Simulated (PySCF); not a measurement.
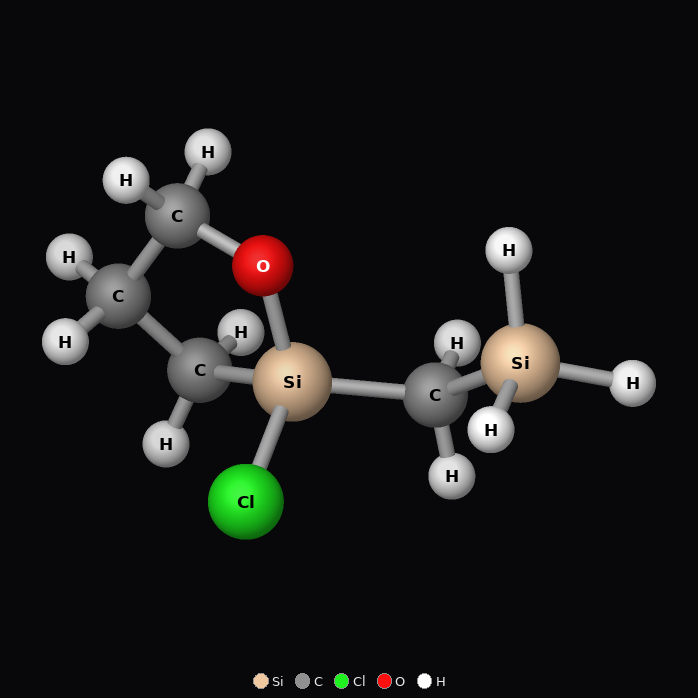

A ball-and-stick model of a molecule. Every bond is drawn as one stick, whatever its order.

**Count the atoms of each element.**

C₄H₁₁ClOSi₂, 19 atoms: 4 carbon, 11 hydrogen, 1 chlorine, 1 oxygen and 2 silicon.

**Describe its rings.**

Independent rings (smallest set): 1 of 5 members.

**What is its SMILES?**

[SiH3]C[Si@]1(Cl)CCCO1

**What is the point group of this geometry?**

C1.

More results for the same structure follow; atom numbers are the same in all pictures, views and colours differ. The computed structure is the end point of a PBE0-D3(BJ)/def2-SVP optimisation. No frequency run is at hand to confirm it as a minimum.

### Shape

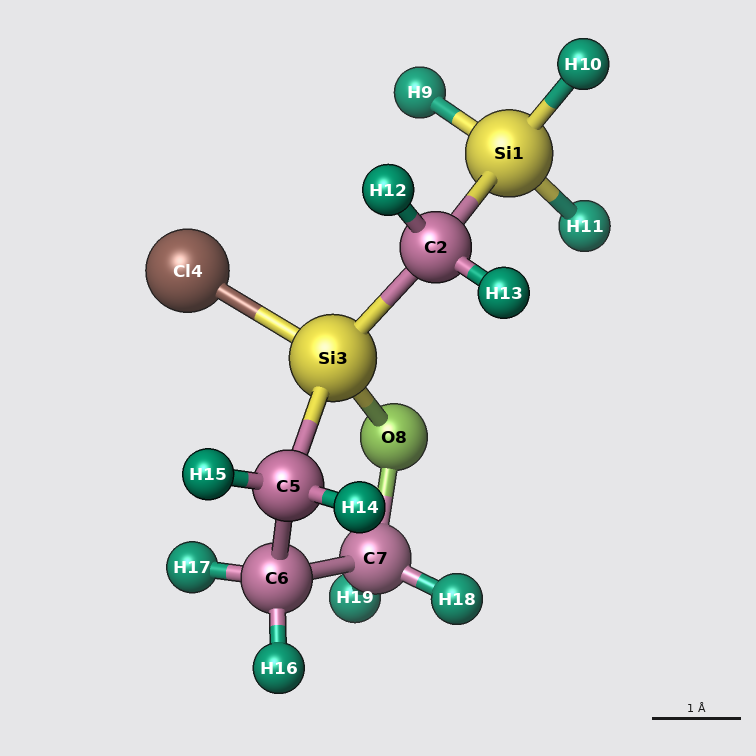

Numbered structure. No frequency run is at hand to confirm it as a minimum.

**Describe the coordination of atom 7.**

C7 has 4 neighbours (C6 at 1.53, O8 at 1.42, H18 at 1.11, H19 at 1.10 Å); the arrangement is tetrahedral.

**Describe the coordination of atom 5.**

C5 has 4 neighbours (Si3 at 1.87, C6 at 1.54, H14 at 1.10, H15 at 1.10 Å); the arrangement is tetrahedral.

**How are the neighbours of atom 8 arranged?**

O8 has 2 neighbours (Si3 at 1.67, C7 at 1.42 Å); the arrangement is bent.

**Describe the coordination of atom 2.**

C2 has 4 neighbours (Si1 at 1.89, Si3 at 1.85, H12 at 1.10, H13 at 1.10 Å); the arrangement is tetrahedral.

**Which bond is the longest?**

Si3–Cl4, 2.081 Å.

**What is the dihedral angle C2–Si3–C5–C6?**

145° in size, that is anticlinal.

### Polarisability

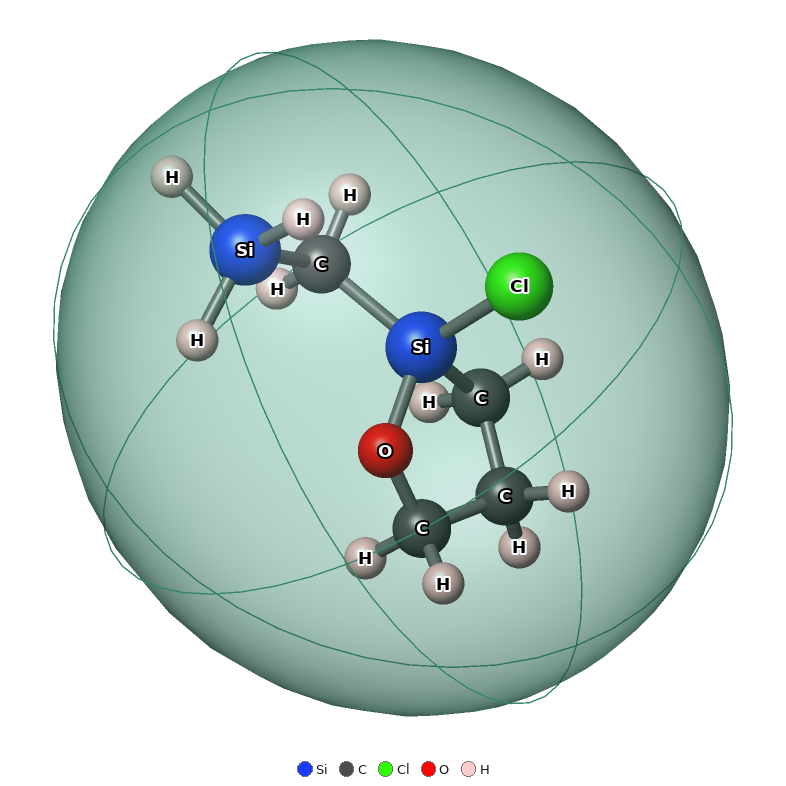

The ellipsoid shows the static dipole polarisability: its half-axes are proportional to the principal values. No frequency run is at hand to confirm it as a minimum. Level of theory: CAM-B3LYP/def2-SVPD in acetonitrile (IEF-PCM) (PySCF 2.14.0).

**How large and how anisotropic is the polarisability?**

Principal values 140.3, 151.0, 164.6 bohr³; mean 152.0 bohr³ (22.52 Å³); anisotropy 21.1 bohr³, so the longest axis is 1.17 times the shortest.

### NMR shielding

The questions are on isotropic NMR shieldings of the H atoms. No frequency run is at hand to confirm it as a minimum. Method: GIAO HF/pcSseg-1 NMR shielding, non-relativistic, gas phase (PySCF 2.14.0).

**Which H atom is the most shielded (lowest chemical shift)?**

H13 (32.12 ppm).

**Which H atom is the least shielded (highest chemical shift)?**

H9 (27.72 ppm).

**How wide is the range of H shifts?**

4.40 ppm.

Give the isotropic NMR shieldings of the H atoms atom by atom.

| atom | σ (ppm) |
| --- | --- |
| H9 | 27.72 |
| H10 | 27.92 |
| H11 | 27.79 |
| H12 | 31.95 |
| H13 | 32.12 |
| H14 | 31.38 |
| H15 | 30.97 |
| H16 | 30.04 |
| H17 | 29.93 |
| H18 | 28.37 |
| H19 | 27.77 |

### Ring current

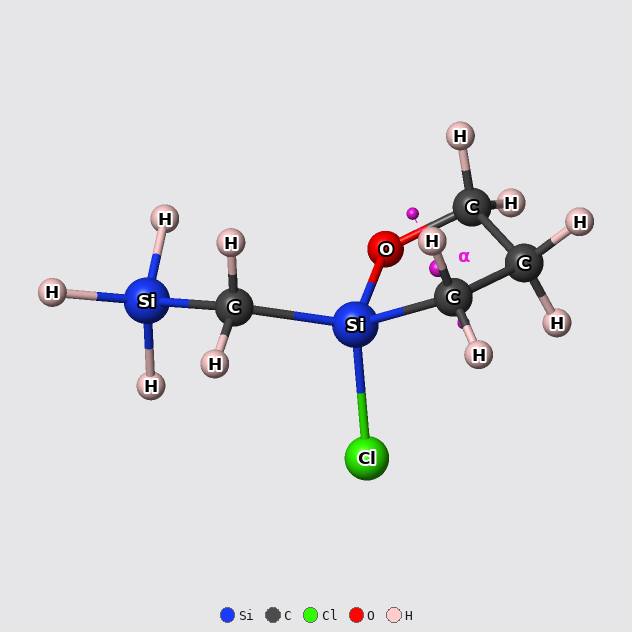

The small points mark where nucleus-independent chemical shifts (NICS) were computed: at the centre of each lettered ring and 1 Å above and below it. No frequency run is at hand to confirm it as a minimum. Level of theory: GIAO HF/pcSseg-1 NMR shielding, non-relativistic, gas phase (PySCF 2.14.0).

Give NICS(0), NICS(1) and the out-of-plane component NICS(1)zz for each ring (means of the two sides).

```csv
ring,members,NICS(0),NICS(1),NICS(1)zz
α,C3OSi,−5.8,−3.4,−2.7
```

Values in ppm.

**What do the values say about the ring currents?**

Ring α: weak, as in a non-aromatic ring. NICS is one index among several.
